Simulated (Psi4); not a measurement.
# M06-L/def2-TZVPP run of CH4 (methane)

Aim: the vertical singlet–triplet gap of CH4 (methane) at M06-L/def2-TZVPP, from 2 runs. 

The calculation is run with Psi4 1.11.

2 further runs of the same task are left out: 2 set aside as unsound or not needed.

**1. The molecule**

CH4: 5 atoms, total charge 0, spin state singlet. As SMILES, `C`. The shape is that of a PBE0-D4/def2-TZVP optimisation.

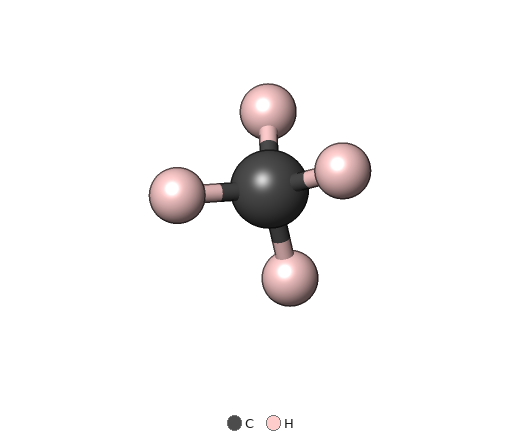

The structure, seen from a chosen angle (carbon dark grey, hydrogen pink).

**2. Energy and gradient at M06-L/def2-TZVPP**

Contents of input.inp:

```
memory 1600 MB

molecule m {
  0 1
  C      0.000000     0.000000     0.000000
  H      0.159000    -0.243200     1.050200
  H     -1.006700     0.395200    -0.132900
  H      0.119700    -0.899500    -0.603300
  H      0.728100     0.747400    -0.313900
  symmetry c1
  no_reorient
  no_com
}

set puream true
set e_convergence 1e-09
set d_convergence 1e-08
set scf_type pk
set dft_radial_points 99
set dft_spherical_points 590

e_tot, wfn = gradient("m06-l/def2-TZVPP", return_wfn=True)
oeprop(wfn, "WIBERG_LOWDIN_INDICES", "QUADRUPOLE", "LOWDIN_CHARGES", title="M06-L")
```

Started as:

```
$ psi4 -i input.inp -o input.out -n 1
```

input.out:

```text
[...]
  Running in c1 symmetry.
[...]
  Nuclear repulsion =   13.439764271567618
[...]
  Multiplicity = 1
[...]
  Nalpha       = 5
  Nbeta        = 5
[...]
    Number of basis functions: 87
[...]
   @RKS iter   1:   -40.27213036274264   -2.53721e-01   8.24655e-03 ADIIS/DIIS
[...]
   @RKS iter   8:   -40.52691771827661   -7.82663e-11   7.20318e-09 DIIS
[...]
    Orbital Energies [Eh]
    ---------------------
    Doubly Occupied:
       1A    -10.029020     2A     -0.656645     3A     -0.356850
       4A     -0.356833     5A     -0.356824
[...]
  @RKS Final Energy:   -40.52691771827661
   => Energetics <=
    Nuclear Repulsion Energy =             13.4397642715676184
    One-Electron Energy =                 -79.8749216085134037
    Two-Electron Energy =                  32.8239784341787413
    DFT Exchange-Correlation Energy =      -6.9157388155095605
    Empirical Dispersion Energy =           0.0000000000000000
    VV10 Nonlocal Energy =                  0.0000000000000000
    Total Energy =                        -40.5269177182766143
[...]
  -Total Gradient:
     Atom            X                  Y                   Z
    ------   -----------------  -----------------  -----------------
       1        0.000004674899     0.000037040566    -0.000016014269
       2        0.000506149866    -0.000723798269     0.003152962816
       3       -0.003005473072     0.001184211163    -0.000396255389
       4        0.000367294038    -0.002702943807    -0.001834934962
       5        0.002197829078     0.002218443096    -0.000931372961
[...]
 Multipole Moments:
 ------------------------------------------------------------------------------------
     Multipole            Electronic (a.u.)      Nuclear  (a.u.)        Total (a.u.)
 ------------------------------------------------------------------------------------
 L = 1.  Multiply by 2.5417464519 to convert [e a0] to [Debye]
 Dipole X            :         -0.0001533            0.0001890            0.0000357
 Dipole Y            :          0.0002007           -0.0001890            0.0000118
 Dipole Z            :         -0.0001827            0.0001890            0.0000063
 Magnitude           :                                                    0.0000381
 L = 2.  Multiply by 1.3450342976 to convert [e a0^2] to [Debye ang]
 Quadrupole XX       :        -11.7977288            5.6536512           -6.1440776
 Quadrupole XY       :          0.0000324           -0.0000173            0.0000151
[...]
```

Run time: 15 s. Hardware: 1 thread of Intel Xeon 6975P-C (Granite Rapids), shared host; peak memory 0.91 GiB.

**3. The triplet**

Contents of ch4.dat:

```
memory 1.6 GB

molecule {
  0 3
  C      0.000000     0.000000     0.000000
  H      0.159000    -0.243200     1.050200
  H     -1.006700     0.395200    -0.132900
  H      0.119700    -0.899500    -0.603300
  H      0.728100     0.747400    -0.313900
  units angstrom
  symmetry c1
}

set {
  basis                def2-TZVPP
  reference            uks
  puream               true
  e_convergence        1e-09
  d_convergence        1e-08
  scf_type             pk
  dft_radial_points    99
  dft_spherical_points 590
  maxiter              200
}

energy_value = gradient("m06-l")
```

Started as:

```
$ psi4 -i ch4.dat -o ch4.out -n 1
```

ch4.out:

```text
[...]
  Running in c1 symmetry.
[...]
  Nuclear repulsion =   13.439764271567618
[...]
  Multiplicity = 3
[...]
  Nalpha       = 6
  Nbeta        = 4
[...]
    Number of basis functions: 87
[...]
   @UKS iter   1:   -39.99512603728125    2.32834e-02   5.46441e-03 DIIS/ADIIS
[...]
   @UKS iter  17:   -40.11789088670668   -7.35412e-12   9.18368e-09 DIIS
[...]
   @S^2 Observed:                2.003516467E+00
[...]
    Orbital Energies [Eh]
    ---------------------
    Alpha Occupied:
       1A    -10.160059     2A     -0.811210     3A     -0.518066
       4A     -0.489064     5A     -0.489047     6A     -0.035695
    Alpha Virtual:
       7A      0.031247     8A      0.034869     9A      0.034882
      10A      0.125545    11A      0.131233    12A      0.131233
      13A      0.337751    14A      0.363791    15A      0.366620
      16A      0.366642    17A      0.398745    18A      0.408846
      19A      0.419955    20A      0.816077    21A      0.816081
      22A      0.817805    23A      0.860551    24A      0.860562
      25A      0.867436    26A      1.039146    27A      1.052106
[...]
  @UKS Final Energy:   -40.11789088670668
   => Energetics <=
    Nuclear Repulsion Energy =             13.4397642715676184
    One-Electron Energy =                 -78.4076285471942924
    Two-Electron Energy =                  31.5804090698576729
    DFT Exchange-Correlation Energy =      -6.7304356809376706
    Empirical Dispersion Energy =           0.0000000000000000
    VV10 Nonlocal Energy =                  0.0000000000000000
    Total Energy =                        -40.1178908867066752
[...]
 Multipole Moments:
 ------------------------------------------------------------------------------------
     Multipole            Electronic (a.u.)      Nuclear  (a.u.)        Total (a.u.)
 ------------------------------------------------------------------------------------
 L = 1.  Multiply by 2.5417464519 to convert [e a0] to [Debye]
 Dipole X            :         -0.0001806            0.0000702           -0.0001104
 Dipole Y            :          0.0001937           -0.0000702            0.0001236
 Dipole Z            :         -0.0000656            0.0000702            0.0000045
 Magnitude           :                                                    0.0001657
[...]
  -Total Gradient:
     Atom            X                  Y                   Z
    ------   -----------------  -----------------  -----------------
       1        0.000065453904     0.000023310874    -0.000033491624
       2        0.000595573287    -0.032506791152    -0.057448984095
       3        0.061660194048     0.021346528231    -0.009940302821
       4        0.003483882499     0.015706273185     0.064042672455
       5       -0.065808961759    -0.004552045160     0.003380538315
[...]
```

Wall time 40 s (1 thread of Intel Xeon 6975P-C (Granite Rapids), shared host); peak memory 0.91 GiB.

**4. Outcome**

Level: M06-L/def2-TZVPP.

| quantity | value |
| --- | --- |
| singlet: total energy | -40.52692 Eh |
| singlet: dipole moment | 0.00 D |
| singlet: HOMO energy | -9.71 eV |
| singlet: LUMO energy | 1.95 eV |
| singlet: HOMO–LUMO gap | 11.66 eV |
| singlet: largest force on an atom | 0.169 eV/Å |
| triplet: total energy | -40.11789 Eh |
| triplet: dipole moment | 0.00 D |
| triplet: HOMO energy (highest over α and β) | -0.97 eV |
| triplet: ⟨S²⟩ | 2.004 |
| triplet: largest force on an atom | 3.397 eV/Å |
| vertical energy of the triplet above the singlet | 11.130 eV |

What this shows: At this shape the triplet lies 11.13 eV (257 kcal/mol) above the singlet.
